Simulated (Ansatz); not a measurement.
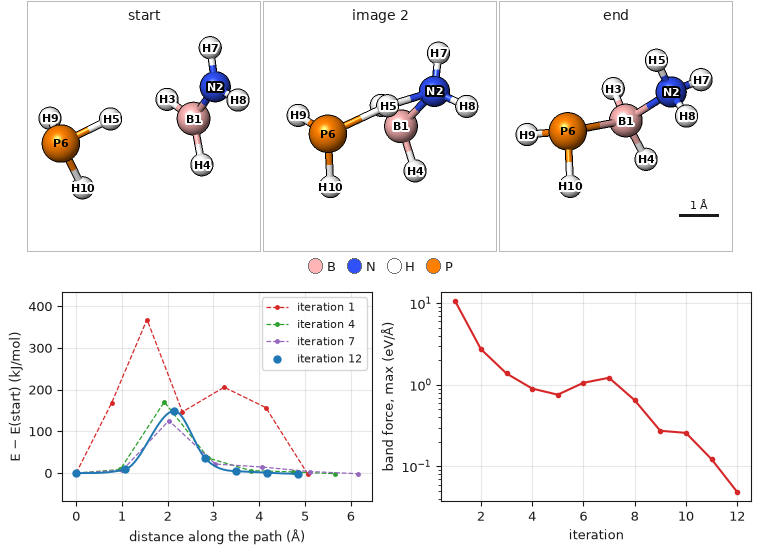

NEB run on BPNH7, made up at the start of BNH4 and PH₃. Images are numbered from 0 (start) to 6 (end). The plot follows the band through its iterations. Style: ball-and-stick. Shown from a free direction.

The calculation used RKS PBE/def2-SVP in Ansatz. Run with 5 movable images; climbing image; force threshold 0.05 eV/Å; iteration limit 60; starting path through a guess of the saddle point.

Q: Judge this run.

A: The result is final at these settings. The band converged in 12 iterations. The largest component of the band force went from 11 to 0.049 eV/Å. The climbing image converged on the top of the path. Its vibrational analysis gives one imaginary mode (1244i cm⁻¹), as a transition state must have. The first iteration put the highest image at 368.3 kJ/mol. The energy climbs by 148.9 kJ/mol to image 2 and then falls by 150.4 kJ/mol, so the end point sits at −1.4 kJ/mol.

Limits of the set-up: the start holds two separate molecules, 3.1 Å apart at their closest, whose relative position is a soft coordinate and is computed without a dispersion correction.

The run took 42 s on 2 threads of AMD EPYC 9R14 (Zen 4), with other jobs on the host, peak memory 0.13 GiB.
